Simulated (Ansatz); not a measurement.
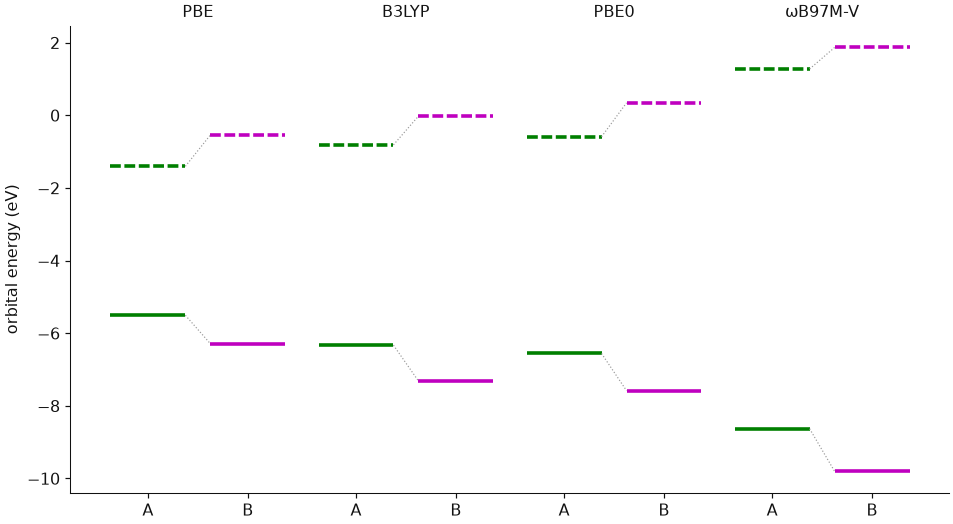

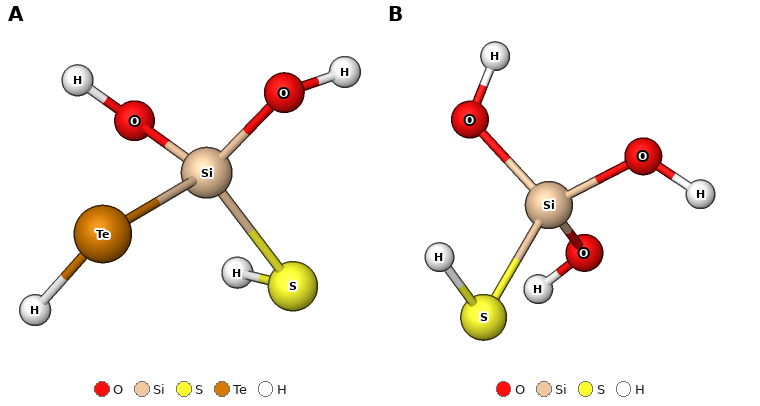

One change: A, SiH₄TeSO₂ (SMILES O[Si](O)(S)[TeH]), becomes B, SiH₄SO₃ (SMILES O[Si](O)(O)S). TeH on Si is replaced by OH. HOMO (solid) and LUMO (dashed) computed in def2-TZVPP at PBE0-D4/def2-TZVP geometries, both minima by their frequencies, gas phase, the Ansatz code. Empty levels above zero depend strongly on the basis.

### What does the change do to HOMO and LUMO?

PBE: the HOMO falls by 0.78 eV, the LUMO rises by 0.86 eV, and the separation goes from 4.10 to 5.74 eV. B3LYP: the HOMO falls by 0.99 eV, the LUMO rises by 0.79 eV, and the separation goes from 5.52 to 7.29 eV. PBE0: the HOMO falls by 1.02 eV, the LUMO rises by 0.93 eV, and the separation goes from 5.97 to 7.92 eV. ωB97M-V: the HOMO falls by 1.17 eV, the LUMO rises by 0.59 eV, and the separation goes from 9.91 to 11.67 eV.

### Do the functionals agree on the effect?

They agree on the direction for both levels; the HOMO shift lies between −1.17 and −0.78 eV and the LUMO shift between 0.59 and 0.93 eV, while the separations themselves differ by up to 5.9 eV between functionals.

Known limits of this run: core potentials past krypton; spin-orbit coupling is left out, and with Te it can shift these values.
